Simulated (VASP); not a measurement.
Given:

```
MoP
1.0
    3.20522     0.00000     0.00000
   -1.60261     2.77580     0.00000
    0.00000     0.00000     3.17355
Mo P
1 1
Cartesian
  0.00000   0.00000   0.00000
  1.60261   0.92527   1.58677
```

Method: PBEsol GGA, VASP's PBE PAW potentials (set 64) (plane waves; VASP). Numerical set-up: 400 eV cut-off, 15×15×13 Γ-centred mesh, tetrahedra with Blöchl corrections, potentials Mo_sv P.

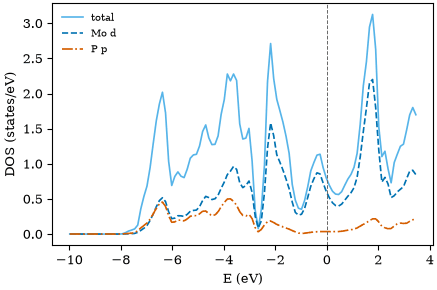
Figure: Total and projected density of states, zero at the Fermi level

Within 2 eV below the Fermi level the largest weight inside VASP's projection spheres is Mo d.

It has no gap at this level: it comes out as a metal or semimetal.

The structure was generated: MoP was put into the WC type (P-6m2), which need not be its known phase. It was relaxed first, which changed the volume by -9 %. The electron count is odd and the run is not spin-polarised, which forces a metal.
